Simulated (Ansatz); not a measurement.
A computed series for IrO2: pressure series

Consider IrO$_{2}$ in the rutile structure (space group P4_2/mnm, No. 136; a = 4.529 Å, c = 3.180 Å).

Cell and atoms are relaxed at each pressure.

All numbers come from Ansatz (a program for electronic structure), PBE, PAW, cutoff 420 eV, scalar-relativistic without spin-orbit coupling, earlier PAW set.

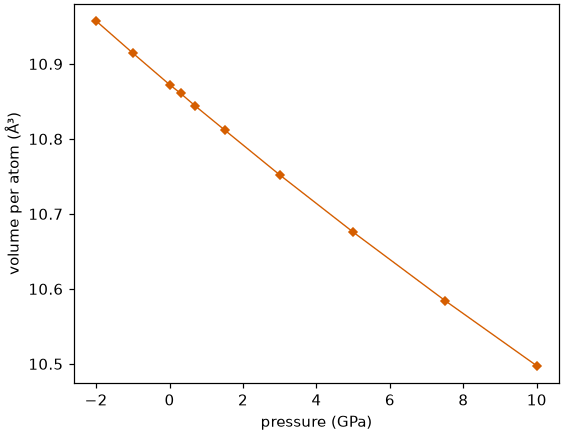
Volume per atom against pressure

Q: From the plot, what is the volume per atom for pressure 5 GPa?

A: About 10.68 Å³.

Q: Is the trend monotonic over the range shown?

A: Yes, it falls throughout, spanning 10.50 Å³ to 10.96 Å³.

Load acts through the strain it causes; cell and atoms are relaxed under it. Whether these cells are dynamically stable was not tested. Competing high-pressure phases were not computed. No Hubbard U is applied, and correlation can decide whether such a compound is a metal. All final runs are without spin polarisation.
